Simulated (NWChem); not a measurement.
# C3H5NO (methoxyacetonitrile) at 3 levels

Wanted: a comparison of 3 runs (SVWN5/cc-pVDZ, CCSD/cc-pVDZ, CCSD(T)/cc-pVDZ) of C3H5NO (methoxyacetonitrile). 

The calculation is run with NWChem 7.3.0.

### Step 1. The system as given

The species is C3H5NO (10 atoms), meant as a singlet with charge 0. As SMILES, `COCC#N`. The coordinates come from a PBE0-D4/def2-TZVP relaxation. This is one conformer, not always the lowest.

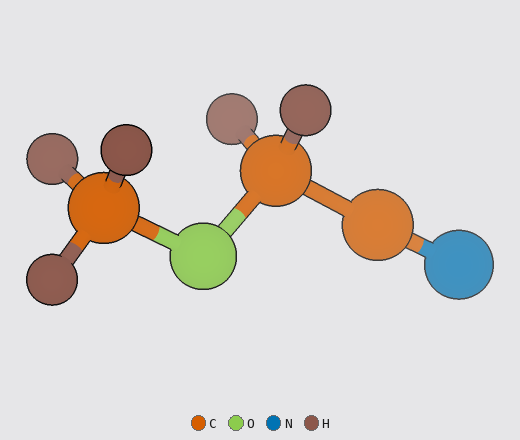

The structure, seen from a chosen angle (carbon orange, oxygen green, nitrogen blue, hydrogen brown).

### Step 2. Energy and forces at SVWN5/cc-pVDZ (run 1)

Contents of mymol.xyz:

```xyz
10
C3H5NO SVWN5
C      0.002500    -0.162100    -1.509400
O      0.669600    -0.111300    -0.272700
C     -0.217300     0.116000     0.780100
C      0.518300     0.160200     2.039200
N      1.066300     0.200800     3.047400
H     -0.510800     0.783800    -1.727000
H      0.758500    -0.341100    -2.272200
H     -0.733400    -0.976600    -1.534700
H     -0.975100    -0.679200     0.851800
H     -0.753400     1.070000     0.660800
```

Contents of run.py:

```python
from ase.io import read
from ase.calculators.nwchem import NWChem

mol = read('mymol.xyz')

calc = NWChem(
    label='mymol',
    theory='dft',
    memory='2200 mb',
    basis='cc-pVDZ',
    basispar='spherical bse',
    dft={'xc': 'slater vwn_5', 'mult': '1', 'grid': 'fine', 'convergence': 'energy 1e-08', 'iterations': '100', 'mulliken': None, 'print': 'low'},
)
mol.calc = calc

forces = mol.get_forces()
e = mol.get_potential_energy()
print(f"E = {e:.6f} eV")
print("forces (eV/A):")
for s, f in zip(mol.symbols, forces):
    print(f"{s:2s} {f[0]:10.5f} {f[1]:10.5f} {f[2]:10.5f}")
```

Run with:

```bash
$ export ASE_NWCHEM_COMMAND="nwchem PREFIX.nwi > PREFIX.nwo"
$ python run.py
```

Standard output:

```text
E = -6671.835879 eV
forces (eV/A):
C     0.39106    0.05178    0.93120
O     0.04582   -0.01563   -0.08505
C     0.99178   -0.12814   -0.02494
C    -1.24488   -0.08623   -2.23712
N     1.15864    0.08243    2.10080
H    -0.36232    0.58431   -0.16285
H     0.45647   -0.10809   -0.46336
H    -0.49885   -0.49746   -0.04402
H    -0.53782   -0.48620    0.05188
H    -0.39986    0.60323   -0.06664
```

The calculator wrote mymol.nwi:

```
title "mymol"

permanent_dir mymol

scratch_dir mymol

start mymol

geometry units angstrom nocenter noautosym noautoz
  C  2.5000000000000001e-03 -1.6209999999999999e-01 -1.5094000000000001e+00
  O  6.6959999999999997e-01 -1.1130000000000000e-01 -2.7270000000000000e-01
  C  -2.1729999999999999e-01 1.1600000000000001e-01 7.8010000000000002e-01
  C  5.1829999999999998e-01 1.6020000000000001e-01 2.0392000000000001e+00
  N  1.0663000000000000e+00 2.0080000000000001e-01 3.0474000000000001e+00
  H  -5.1080000000000003e-01 7.8380000000000005e-01 -1.7270000000000001e+00
  H  7.5849999999999995e-01 -3.4110000000000001e-01 -2.2722000000000002e+00
  H  -7.3340000000000005e-01 -9.7660000000000002e-01 -1.5347000000000000e+00
  H  -9.7509999999999997e-01 -6.7920000000000003e-01 8.5180000000000000e-01
  H  -7.5339999999999996e-01 1.0700000000000001e+00 6.6080000000000005e-01
end

memory 2200 mb

basis spherical bse noprint
   * library cc-pVDZ
end

dft
  xc slater vwn_5
  mult 1
  grid fine
  convergence energy 1e-08
  iterations 100
  mulliken
  print low
end

task dft gradient
```

mymol.nwo:

```text
Northwest Computational Chemistry Package (NWChem) 7.3.0
             --------------------------------------------------------

           Job information
           ---------------

    nwchem branch   = 7.3.0
    use scalapack   = T
    input           = mymol.nwi
    prefix          = mymol.
    data base       = mymol/mymol.db
    status          = startup
    nproc           =        1

           Memory information
           ------------------

[... 5 lines left out ...]
    hardfail = no
[... 39 lines left out ...]
            Nuclear Dipole moment (a.u.)
[... 93 lines left out ...]
         Total DFT energy =     -245.185448235065
[... 1 line left out ...]
           Coulomb energy =      275.345565756165
[... 1 line left out ...]
 Nuclear repulsion energy =      157.940058406727
[... 29 lines left out ...]
                         DFT ENERGY GRADIENTS

    atom               coordinates                        gradient
                 x          y          z           x          y          z
   1 C       0.004724  -0.306325  -2.852352   -0.007605  -0.001007  -0.018109
   2 O       1.265361  -0.210327  -0.515328   -0.000891   0.000304   0.001654
   3 C      -0.410637   0.219208   1.474175   -0.019287   0.002492   0.000485
[... 6 lines of this table left out ...]
  10 H      -1.423720   2.022007   1.248731    0.007776  -0.011731   0.001296

 Task  times  cpu:       19.6s     wall:       19.6s
 Total times  cpu:       19.6s     wall:       19.6s
```

Run time: 21 s. Hardware: 1 thread of Intel Xeon 6975P-C (Granite Rapids), shared host; peak memory 0.11 GiB.

### Step 3. The energy at CCSD/cc-pVDZ (run 2)

Contents of mol.nw:

```
start mol
title "C3H5NO energy"
memory stack 880 mb heap 220 mb global 1100 mb
geometry units angstroms noautosym nocenter noautoz
   C     0.002500   -0.162100   -1.509400
   O     0.669600   -0.111300   -0.272700
   C    -0.217300    0.116000    0.780100
   C     0.518300    0.160200    2.039200
   N     1.066300    0.200800    3.047400
   H    -0.510800    0.783800   -1.727000
   H     0.758500   -0.341100   -2.272200
   H    -0.733400   -0.976600   -1.534700
   H    -0.975100   -0.679200    0.851800
   H    -0.753400    1.070000    0.660800
end
basis spherical bse
   * library cc-pVDZ
end
scf
   thresh 1e-08
   maxiter 80
end
ccsd
   freeze core 5
   maxiter 60
end
task ccsd energy
```

Run with:

```bash
$ nwchem mol.nw > mol.out
```

Standard output:

```text
[...]
  functions       =    95
[...]
  wavefunction    = RHF
[...]
         Total SCF energy =   -245.811280927426
      One-electron energy =   -646.468316283642
      Two-electron energy =    242.716976949489
 Nuclear repulsion energy =    157.940058406727
        Time for solution =     22.9s
[...]
 Total MP2 energy:           -246.551599926447835
[...]
             energy      energy      error      ampl     ampl      Block
                                                time     time      time
[...]
 Total CCSD energy:           -246.588747941794310
[...]
```

Wall time 2.1 min (1 thread of Intel Xeon 6975P-C (Granite Rapids), shared host); peak memory 0.28 GiB.

### Step 4. The energy at CCSD(T)/cc-pVDZ (run 3)

Contents of c3h5no.nw:

```
START c3h5no
TITLE "C3H5NO"
memory 2200 mb
charge 0
GEOMETRY units angstrom noautosym nocenter noautoz
C        0.002500      -0.162100      -1.509400
O        0.669600      -0.111300      -0.272700
C       -0.217300       0.116000       0.780100
C        0.518300       0.160200       2.039200
N        1.066300       0.200800       3.047400
H       -0.510800       0.783800      -1.727000
H        0.758500      -0.341100      -2.272200
H       -0.733400      -0.976600      -1.534700
H       -0.975100      -0.679200       0.851800
H       -0.753400       1.070000       0.660800
END
BASIS "ao basis" spherical bse
* library cc-pVDZ
END
SCF
thresh 1e-08
maxiter 80
noprint "final vectors analysis"
END
CCSD
freeze core 5
maxiter 60
END
TASK ccsd(t) energy
```

Run with:

```bash
$ nwchem c3h5no.nw > c3h5no.out
```

Standard output:

```text
[...]
  functions       =    95
[...]
  wavefunction    = RHF
[...]
         Total SCF energy =   -245.811280927426
      One-electron energy =   -646.468316283642
      Two-electron energy =    242.716976949489
 Nuclear repulsion energy =    157.940058406727
        Time for solution =     23.2s
[...]
 Total MP2 energy:           -246.551599926447835
[...]
             energy      energy      error      ampl     ampl      Block
                                                time     time      time
[...]
 Total CCSD energy:           -246.588747941794310
[...]
 Total CCSD+T(CCSD) energy:           -246.615789742906401
[...]
 Total CCSD(T) energy:                -246.614528383269288
[...]
```

It took 2.7 min on 1 thread of Intel Xeon 6975P-C (Granite Rapids), shared host; peak memory 0.34 GiB.

### Step 5. The series

| run | level | task | integration grid | energy (Eh) | wall time |
| --- | --- | --- | --- | --- | --- |
| 1 | SVWN5/cc-pVDZ | gradient | fine | -245.185448 | 21 s |
| 2 | CCSD/cc-pVDZ | energy | – | -246.588748 | 2.1 min |
| 3 | CCSD(T)/cc-pVDZ | energy | – | -246.614528 | 2.7 min |

### Step 6. What came out

```
                                          quantity          value
                               run 3: total energy  -246.61453 Eh
run 3: correlation energy (5 core orbitals frozen)     -803.2 mEh
                             run 3: (T) correction     -25.78 mEh
```

All runs together took 5.1 min, the longest 2.7 min.
